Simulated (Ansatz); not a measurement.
# Molecular dynamics of C$_{3}$H$_{3}$NSi (part 3 of 3)

Continued. System: C$_{3}$H$_{3}$NSi. Method: RKS revPBE/6-31G* (Ansatz 0.2.0). The geometry comes from this level: PBE0-D4/def2-TZVP.

Geometry of the input (Å):
```
C  0.6033  0.1783  2.1743
C  0.4412  -0.0688  1.0062
Si 0.2118  -0.4542  -0.7482
C  -1.1440  0.6170  -1.4063
N  -1.9870  1.2761  -1.8315
H  0.7447  0.3992  3.2081
H  1.4308  -0.1464  -1.5243
H  -0.2087  -1.8584  -0.9340
```

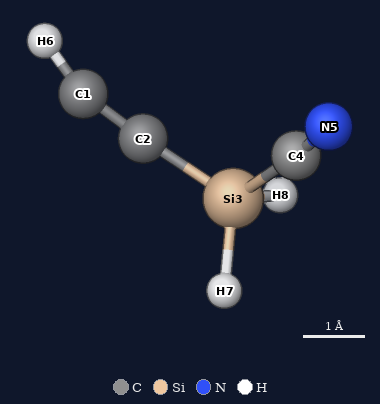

The geometry at step 41 of the log (ball-and-stick view, seen at a tilt; atoms are numbered from 1 in the order of the input).

**Trajectory as extended XYZ, continued**
```
8
Properties=species:S:1:pos:R:3:forces:R:3 step=32 time_fs=32.0 energy=-12521.58026 temperature=240.4
C     0.6402    0.1754    2.1617   -0.2089   0.3610   1.8457
C     0.6007   -0.2145    1.0135   -0.1920  -0.0202  -1.9087
Si    0.2801   -0.4651   -0.7853   -1.5079  -0.1955   0.5506
C    -1.2106    0.6695   -1.3554    2.7768  -2.1683   1.0955
N    -2.0291    1.4286   -1.6673   -1.6671   1.4092  -0.6519
H     0.5519    0.4212    3.2144    0.2421  -0.0325  -0.2756
H     1.4282   -0.1298   -1.6168    0.5015   0.1839  -0.4163
H    -0.1316   -1.9225   -0.9167    0.0554   0.4624  -0.2393
8
Properties=species:S:1:pos:R:3:forces:R:3 step=33 time_fs=33.0 energy=-12521.58797 temperature=242.9
C     0.6469    0.1753    2.1614   -0.2939   0.0352   0.9306
C     0.5982   -0.2180    1.0063   -0.0892   0.2757  -0.9841
Si    0.2830   -0.4639   -0.7844   -1.6739  -0.2682   0.4552
C    -1.2068    0.6723   -1.3532    2.2776  -1.7307   0.9068
N    -2.0314    1.4349   -1.6611   -1.1834   0.9656  -0.4636
H     0.5294    0.4013    3.2116    0.2730   0.0276  -0.1117
H     1.4155   -0.1441   -1.6264    0.6797   0.2600  -0.5108
H    -0.1187   -1.9218   -0.9212    0.0101   0.4348  -0.2225
8
Properties=species:S:1:pos:R:3:forces:R:3 step=34 time_fs=34.0 energy=-12521.59934 temperature=268.8
C     0.6536    0.1753    2.1615   -0.3747  -0.3138  -0.0992
C     0.5949   -0.2212    0.9981    0.0280   0.5934   0.0385
Si    0.2850   -0.4623   -0.7837   -1.6203  -0.2651   0.2313
C    -1.2002    0.6727   -1.3510    1.3313  -0.8865   0.5626
N    -2.0349    1.4422   -1.6549   -0.2927   0.1498  -0.1346
H     0.5083    0.3817    3.2073    0.2869   0.0885   0.0953
H     1.4119   -0.1547   -1.6390    0.6861   0.2835  -0.4835
H    -0.1063   -1.9170   -0.9271   -0.0446   0.3501  -0.2104
8
Properties=species:S:1:pos:R:3:forces:R:3 step=35 time_fs=35.0 energy=-12521.59437 temperature=256.1
C     0.6600    0.1751    2.1608   -0.4558  -0.5839  -0.8683
C     0.5918   -0.2234    0.9903    0.1389   0.8483   0.8851
Si    0.2861   -0.4608   -0.7834   -1.4068  -0.2075  -0.0766
C    -1.1929    0.6723   -1.3486    0.3066   0.0222   0.2086
N    -2.0388    1.4499   -1.6480    0.6582  -0.7164   0.1981
H     0.4893    0.3615    3.2042    0.3019   0.1260   0.2058
H     1.4139   -0.1625   -1.6556    0.5596   0.2700  -0.3552
H    -0.0944   -1.9106   -0.9353   -0.1026   0.2414  -0.1975
8
Properties=species:S:1:pos:R:3:forces:R:3 step=36 time_fs=36.0 energy=-12521.57401 temperature=222.3
C     0.6652    0.1744    2.1595   -0.5458  -0.7572  -1.2808
C     0.5895   -0.2245    0.9833    0.2328   1.0265   1.5095
Si    0.2862   -0.4596   -0.7832   -1.0899  -0.1132  -0.4371
C    -1.1857    0.6719   -1.3464   -0.5378   0.7577  -0.0620
N    -2.0417    1.4567   -1.6404    1.4246  -1.4087   0.4474
H     0.4712    0.3408    3.2042    0.3357   0.1346   0.1561
H     1.4196   -0.1685   -1.6762    0.3404   0.2322  -0.1508
H    -0.0827   -1.9044   -0.9446   -0.1600   0.1281  -0.1823
8
Properties=species:S:1:pos:R:3:forces:R:3 step=37 time_fs=37.0 energy=-12521.54437 temperature=186.0
C     0.6691    0.1726    2.1580   -0.6367  -0.8544  -1.4159
C     0.5871   -0.2251    0.9774    0.3121   1.1391   1.9467
Si    0.2862   -0.4586   -0.7827   -0.7625  -0.0146  -0.8118
C    -1.1788    0.6721   -1.3442   -1.1792   1.3042  -0.2494
N    -2.0432    1.4621   -1.6328    1.9915  -1.9144   0.6164
H     0.4580    0.3211    3.2070    0.3843   0.1272  -0.0041
H     1.4259   -0.1733   -1.6997    0.1012   0.1901   0.0809
H    -0.0723   -1.8983   -0.9557   -0.2108   0.0228  -0.1628
8
Properties=species:S:1:pos:R:3:forces:R:3 step=38 time_fs=38.0 energy=-12521.51338 temperature=168.4
C     0.6725    0.1703    2.1556   -0.7146  -0.8928  -1.3404
C     0.5849   -0.2256    0.9728    0.3740   1.1899   2.1860
Si    0.2864   -0.4574   -0.7823   -0.4811   0.0725  -1.1555
C    -1.1729    0.6728   -1.3419   -1.5958   1.6496  -0.3547
N    -2.0433    1.4665   -1.6249    2.3466  -2.2274   0.7083
H     0.4518    0.3035    3.2108    0.4351   0.1184  -0.2038
H     1.4315   -0.1764   -1.7236   -0.1104   0.1560   0.3003
H    -0.0620   -1.8927   -0.9686   -0.2539  -0.0663  -0.1401
8
Properties=species:S:1:pos:R:3:forces:R:3 step=39 time_fs=39.0 energy=-12521.49504 temperature=163.6
C     0.6751    0.1685    2.1511   -0.7532  -0.8482  -0.9703
C     0.5832   -0.2255    0.9701    0.3982   1.1363   2.0571
Si    0.2870   -0.4564   -0.7822   -0.2268   0.1676  -1.4550
C    -1.1684    0.6744   -1.3403   -1.7291   1.7405  -0.3602
N    -2.0416    1.4693   -1.6164    2.4382  -2.3021   0.7094
H     0.4525    0.2865    3.2130    0.4747   0.1230  -0.3813
H     1.4381   -0.1751   -1.7471   -0.3147   0.1178   0.5174
H    -0.0512   -1.8882   -0.9828   -0.2872  -0.1348  -0.1171
8
Properties=species:S:1:pos:R:3:forces:R:3 step=40 time_fs=40.0 energy=-12521.49670 temperature=151.0
C     0.6764    0.1668    2.1450   -0.7080  -0.7310  -0.4600
C     0.5821   -0.2244    0.9701    0.3764   0.9645   1.5067
Si    0.2879   -0.4556   -0.7820   -0.0560   0.2016  -1.6796
C    -1.1654    0.6768   -1.3397   -1.5969   1.5928  -0.2752
N    -2.0388    1.4705   -1.6079    2.2881  -2.1570   0.6325
H     0.4608    0.2682    3.2088    0.4637   0.1625  -0.3437
H     1.4437   -0.1697   -1.7674   -0.4789   0.0768   0.7022
H    -0.0436   -1.8883   -0.9972   -0.2884  -0.1100  -0.0830
8
Properties=species:S:1:pos:R:3:forces:R:3 step=41 time_fs=41.0 energy=-12521.51527 temperature=156.3
C     0.6769    0.1648    2.1391   -0.5944  -0.5658   0.0418
C     0.5813   -0.2225    0.9722    0.3200   0.7152   0.6826
Si    0.2889   -0.4553   -0.7821   -0.0181   0.1598  -1.7846
C    -1.1641    0.6798   -1.3396   -1.1937   1.2068  -0.1095
N    -2.0350    1.4699   -1.5992    1.8884  -1.7878   0.4840
H     0.4750    0.2515    3.1991    0.4071   0.2209  -0.0837
H     1.4441   -0.1623   -1.7806   -0.5517   0.0458   0.8061
H    -0.0418   -1.8929   -1.0112   -0.2577   0.0051  -0.0368
8
Properties=species:S:1:pos:R:3:forces:R:3 step=42 time_fs=42.0 energy=-12521.53886 temperature=186.6
C     0.6769    0.1624    2.1331   -0.4666  -0.3445   0.6965
C     0.5808   -0.2197    0.9749    0.2405   0.4142  -0.3157
Si    0.2898   -0.4549   -0.7832   -0.0953   0.0832  -1.7672
C    -1.1640    0.6833   -1.3390   -0.5367   0.5964   0.1187
N    -2.0296    1.4677   -1.5904    1.2395  -1.1960   0.2730
H     0.4925    0.2383    3.1900    0.3541   0.2684   0.1604
H     1.4375   -0.1513   -1.7867   -0.5302   0.0223   0.8248
H    -0.0462   -1.8988   -1.0235   -0.2053   0.1560   0.0094
8
Properties=species:S:1:pos:R:3:forces:R:3 step=43 time_fs=43.0 energy=-12521.55319 temperature=169.5
C     0.6772    0.1601    2.1272   -0.3552  -0.1027   1.4732
C     0.5803   -0.2162    0.9772    0.1566   0.1129  -1.3105
Si    0.2904   -0.4541   -0.7847   -0.2428   0.0020  -1.6722
C    -1.1639    0.6871   -1.3377    0.2605  -0.1397   0.3720
N    -2.0228    1.4647   -1.5822    0.4411  -0.4709   0.0316
H     0.5107    0.2289    3.1839    0.3234   0.2970   0.2839
H     1.4256   -0.1381   -1.7871   -0.4372   0.0073   0.7762
H    -0.0548   -1.9035   -1.0327   -0.1464   0.2941   0.0457
8
Properties=species:S:1:pos:R:3:forces:R:3 step=44 time_fs=44.0 energy=-12521.55669 temperature=189.3
C     0.6780    0.1579    2.1222   -0.2432   0.1013   2.0687
C     0.5796   -0.2128    0.9785    0.0771  -0.1411  -2.1419
Si    0.2899   -0.4531   -0.7868   -0.4174  -0.0648  -1.5115
C    -1.1636    0.6904   -1.3359    1.0668  -0.8868   0.6147
N    -2.0160    1.4614   -1.5746   -0.3846   0.2782  -0.2079
H     0.5326    0.2244    3.1777    0.2881   0.3184   0.4387
H     1.4106   -0.1250   -1.7820   -0.2896   0.0076   0.6697
H    -0.0646   -1.9057   -1.0404   -0.0970   0.3872   0.0696
8
Properties=species:S:1:pos:R:3:forces:R:3 step=45 time_fs=45.0 energy=-12521.55955 temperature=217.2
C     0.6786    0.1554    2.1182   -0.1417   0.2586   2.5444
C     0.5786   -0.2092    0.9784    0.0056  -0.3331  -2.7455
Si    0.2887   -0.4520   -0.7896   -0.6202  -0.0991  -1.2718
C    -1.1622    0.6930   -1.3333    1.7379  -1.5191   0.8065
N    -2.0097    1.4579   -1.5672   -1.1043   0.9309  -0.4098
H     0.5613    0.2243    3.1748    0.2585   0.3242   0.5042
H     1.3921   -0.1103   -1.7716   -0.0730   0.0266   0.4954
H    -0.0743   -1.9036   -1.0471   -0.0628   0.4110   0.0768
8
Properties=species:S:1:pos:R:3:forces:R:3 step=46 time_fs=46.0 energy=-12521.57248 temperature=232.0
C     0.6790    0.1525    2.1156   -0.0688   0.3517   2.9104
C     0.5784   -0.2055    0.9766   -0.0433  -0.4351  -3.0069
Si    0.2874   -0.4511   -0.7924   -0.8277  -0.0827  -0.9795
C    -1.1587    0.6940   -1.3292    2.0975  -1.8736   0.9016
N    -2.0044    1.4543   -1.5601   -1.5475   1.3316  -0.5305
H     0.5932    0.2283    3.1773    0.2390   0.3053   0.3789
H     1.3730   -0.0933   -1.7561    0.1974   0.0608   0.2637
H    -0.0845   -1.8957   -1.0520   -0.0464   0.3419   0.0624
8
Properties=species:S:1:pos:R:3:forces:R:3 step=47 time_fs=47.0 energy=-12521.59986 temperature=252.3
C     0.6795    0.1494    2.1153   -0.0221   0.3274   2.8750
C     0.5790   -0.2024    0.9729   -0.0518  -0.4054  -2.7866
Si    0.2862   -0.4504   -0.7951   -0.9784   0.0166  -0.6888
C    -1.1529    0.6939   -1.3242    2.0387  -1.8541   0.8748
N    -2.0007    1.4515   -1.5532   -1.6051   1.3833  -0.5432
H     0.6262    0.2337    3.1820    0.2098   0.2758   0.2219
H     1.3574   -0.0735   -1.7380    0.4619   0.0940   0.0268
H    -0.0951   -1.8810   -1.0543   -0.0529   0.1625   0.0201
8
Properties=species:S:1:pos:R:3:forces:R:3 step=48 time_fs=48.0 energy=-12521.63817 temperature=291.8
C     0.6799    0.1468    2.1175   -0.0052   0.1722   2.3685
C     0.5795   -0.2004    0.9673   -0.0095  -0.2283  -2.0078
Si    0.2846   -0.4501   -0.7976   -1.0079   0.1875  -0.4757
C    -1.1453    0.6927   -1.3180    1.6183  -1.5160   0.7437
N    -1.9981    1.4494   -1.5463   -1.3331   1.1420  -0.4665
H     0.6613    0.2405    3.1892    0.1683   0.2355   0.0310
H     1.3473   -0.0522   -1.7216    0.6516   0.1075  -0.1503
H    -0.1051   -1.8625   -1.0552   -0.0825  -0.1003  -0.0429
8
Properties=species:S:1:pos:R:3:forces:R:3 step=49 time_fs=49.0 energy=-12521.67500 temperature=310.6
C     0.6803    0.1441    2.1214   -0.0035  -0.0468   1.5926
C     0.5802   -0.1992    0.9601    0.0670   0.0344  -0.8786
Si    0.2823   -0.4494   -0.7999   -0.8951   0.3100  -0.3831
C    -1.1363    0.6894   -1.3109    0.8504  -0.8692   0.5116
N    -1.9965    1.4475   -1.5400   -0.7502   0.6289  -0.3071
H     0.6973    0.2504    3.1980    0.1145   0.1809  -0.2018
H     1.3445   -0.0316   -1.7088    0.7193   0.0836  -0.2305
H    -0.1169   -1.8469   -1.0550   -0.1024  -0.3219  -0.1030
8
Properties=species:S:1:pos:R:3:forces:R:3 step=50 time_fs=50.0 energy=-12521.69484 temperature=332.6
C     0.6807    0.1408    2.1261    0.0025  -0.2705   0.7031
C     0.5812   -0.1984    0.9522    0.1547   0.3115   0.3378
Si    0.2796   -0.4481   -0.8020   -0.6631   0.3202  -0.4120
C    -1.1263    0.6847   -1.3037   -0.1451  -0.0234   0.2162
N    -1.9957    1.4462   -1.5340    0.0267  -0.0490  -0.0975
H     0.7346    0.2616    3.2051    0.0497   0.1240  -0.3876
H     1.3482   -0.0112   -1.7001    0.6664   0.0168  -0.2144
H    -0.1307   -1.8372   -1.0542   -0.0919  -0.4295  -0.1456
```

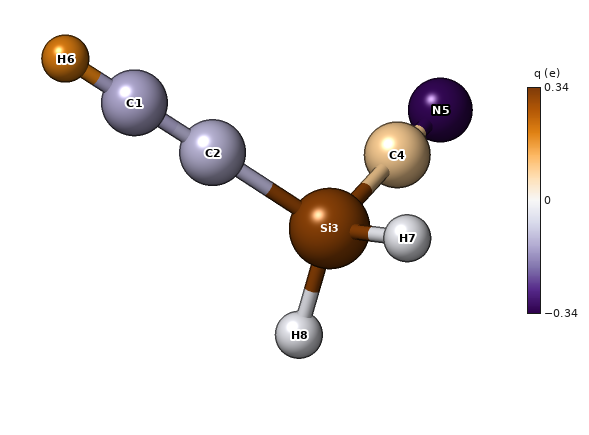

Mulliken charges, as the colour of each atom (ball-and-stick view, seen at a tilt; atoms are numbered from 1 in the order of the input). By element: C −0.14 to +0.09, Si +0.32, N −0.32 and H −0.03 to +0.21 e.
